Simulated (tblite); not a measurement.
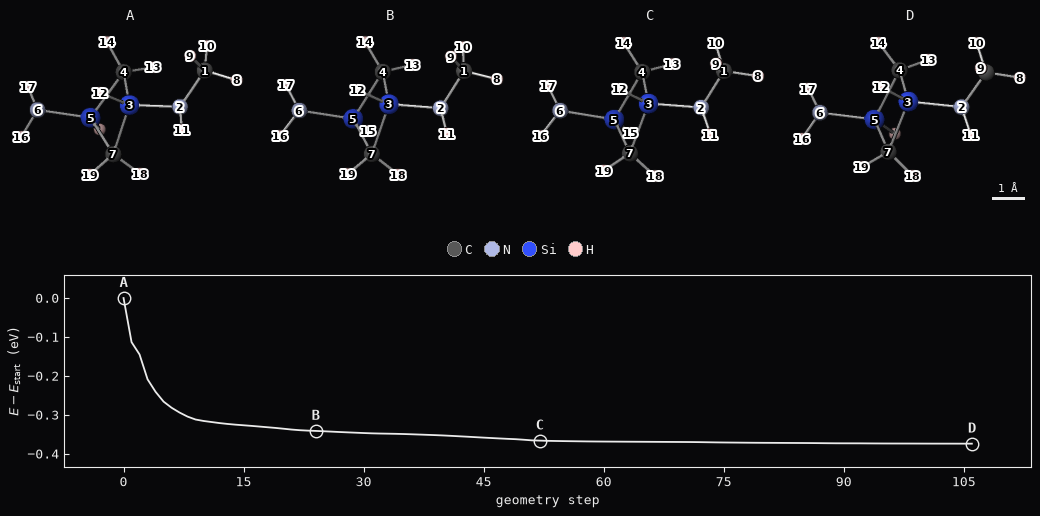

Frames of a relaxation of C3H12N2Si2, marked on the history of the run. A ball-and-stick model, seen from a free direction.

All numbers below come from GFN2-xTB geometry optimisation, gas phase (tblite 0.8.0). 

### Describe the path.

The largest moves after the best rigid fit, 0.54 Å, are those of H9 and H11. By element the largest moves are H 0.54 Å, N 0.29 Å, C 0.25 Å, Si 0.16 Å. Some distances before and after: Si5–N6 1.686 → 1.727 Å, N2–Si3 1.684 → 1.722 Å, Si5–C7 1.872 → 1.906 Å, C4–Si5 1.887 → 1.910 Å. Bond angles that change, for instance: Si3–N2–H11 108.0° → 117.0°, N6–Si5–H15 107.5° → 115.9°, Si5–N6–H16 110.6° → 117.8°. Over 106 geometry steps the energy falls by 0.374 eV. From step 0 to 24: H15 moves most (0.28 Å), energy −0.341 eV. From step 24 to 52: H10 moves most (0.32 Å), energy −0.025 eV. From step 52 to 106: H atoms move most (0.20 Å), energy −0.008 eV.
